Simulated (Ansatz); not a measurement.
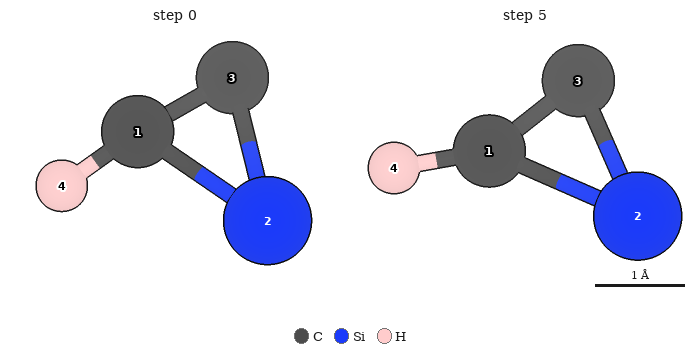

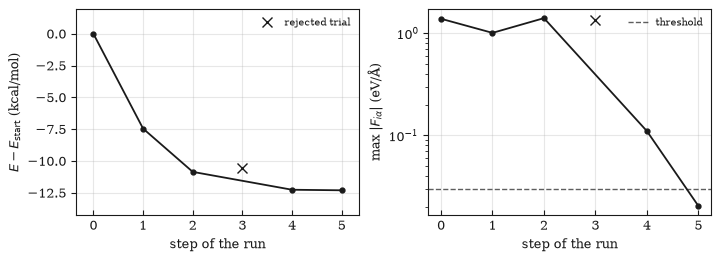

First and last geometry of a relaxation of C₂HSi (multiplicity 2), with the history of the run. Style: ball-and-stick. Shown at a tilt.

It is one of the separated reactants of a reaction.

The calculation used Ansatz 0.2.0, UKS PBE-D4/def2-SVP. Settings: force threshold 0.03 eV/Å; at most 250 steps.

Q: What do the curves and the structures tell?

A: It converged. The energy falls by 12.3 kcal/mol in 4 accepted moves (5 points after the start). Largest force component: 1.4 eV/Å at the start, 0.02 eV/Å at the end. The line search rejected the trial step at point 3 of the run. The atom that moves furthest after the best rigid fit is H4 (0.29 Å). Largest moves by element: H 0.29 Å, Si 0.24 Å, C 0.23 Å. Among the contacts that change: C1–Si2 1.845 → 1.918 Å, C1–H4 1.060 → 1.100 Å, C1–C3 1.303 → 1.321 Å, Si2–C3 1.882 → 1.874 Å. Among the angles between lasting bonds that change: Si2–C1–H4 110.1° → 143.3°, C3–C1–H4 158.6° → 148.9°, C1–C3–Si2 68.0° → 71.4°. Cost: 6 s on 2 threads of Arm Neoverse V1, on a shared host.
